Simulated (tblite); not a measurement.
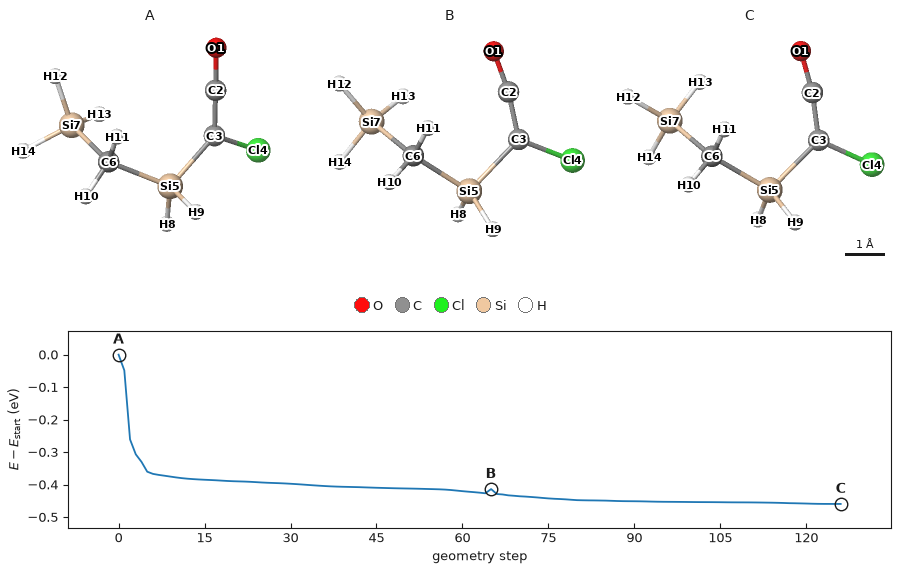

Frames of a relaxation of C₃H₇ClOSi₂, marked on the history of the run. A ball-and-stick model, seen face on.

Theory: GFN2-xTB geometry optimisation, gas phase (tblite). 

**What happens along the run?**

H13 moves most after the best rigid fit: 1.05 Å. Largest moves by element: H 1.05 Å, Cl 0.67 Å, O 0.64 Å, C 0.33 Å, Si 0.15 Å. Among the contacts that change: C3–Si5 1.836 → 1.900 Å, C6–Si7 1.850 → 1.907 Å, Si5–C6 1.842 → 1.892 Å, O1–C2 1.216 → 1.166 Å. Bond angles that change, for instance: O1–C2–C3 179.0° → 171.5°, H10–C6–H11 112.0° → 106.0°, C6–Si5–H9 107.1° → 112.1°. Groups turn about C6–Si7 by about 50°, C3–Si5 by about 30°. After 126 geometry steps the energy has fallen by 0.460 eV. From step 0 to 65: O1 moves most (0.71 Å), energy −0.414 eV. From step 65 to 126: H13 moves most (0.52 Å), energy −0.046 eV.
